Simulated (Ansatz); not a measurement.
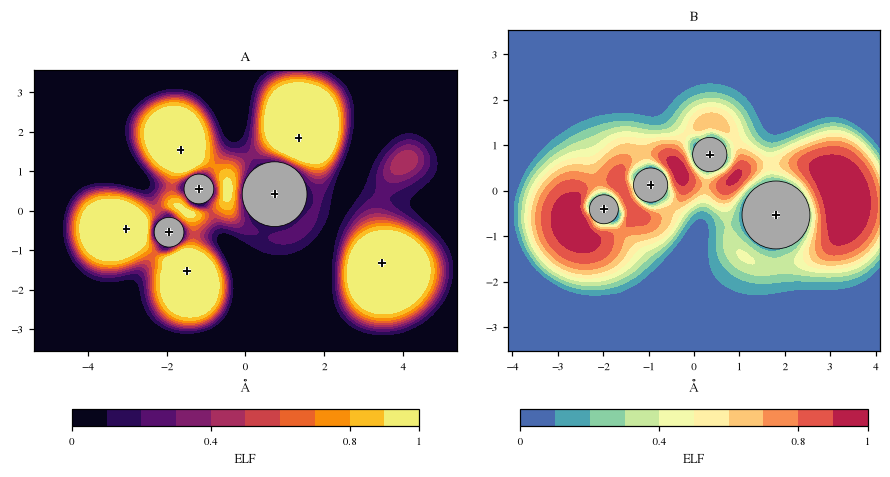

The electron localisation function of 2 systems, each on a plane through atoms (crosses mark nuclei in the plane; grey discs cover the cores).

All numbers below come from Ansatz 0.2.0, SCF B3LYP, Gaussian basis.

System 1: C₂H₄AsN, the plane of atoms C2, C3 and As4. Not at a stationary point (largest force 1.0 eV/Å).

```
atom    x (Å)    y (Å)    z (Å)
   N   1.6904   0.9339   1.2781
   C   1.0829   0.2272   0.5921
   C   0.3141  -0.6674  -0.2761
  As  -1.4918   0.0647  -0.5851
   H   0.8372  -0.7750  -1.2485
   H   0.2284  -1.6631   0.2056
   H  -0.9478   1.4982  -0.8973
   H  -1.7134   0.3815   0.9312
```

System 2: C₂H₈Ge₂O (SMILES C=[CH][GeH2][O][GeH3]), the plane of atoms C2, C1 and H7. Not at a stationary point (largest force 1.6 eV/Å).

```xyz
13

C     2.5635    0.7861    0.3429
C     1.9843   -0.3974    0.1463
Ge    0.1454   -0.5107   -0.4040
O    -0.8890    0.2687    0.8324
Ge   -2.5571    0.1287    0.1971
H     2.0086    1.7074    0.1965
H     3.6019    0.8381    0.6535
H     2.5503   -1.3109    0.2964
H    -0.2466   -2.0032   -0.5556
H    -0.0180    0.2153   -1.7645
H    -2.9311   -1.3654    0.0157
H    -2.6701    0.8688   -1.1610
H    -3.5421    0.7744    1.2045
```

Question: Match each panel to its system.

Answer: Panel A is system 2, C₂H₈Ge₂O: the plane holds C, Ge and H. C–C (1.33 Å): the ELF peaks at about 0.95 between the atoms (a short, multiple covalent bond). Panel B is system 1, C₂H₄AsN: the plane holds N, C and As. C–N (1.16 Å): the ELF peaks at about 0.85 between the atoms (a short, multiple covalent bond).
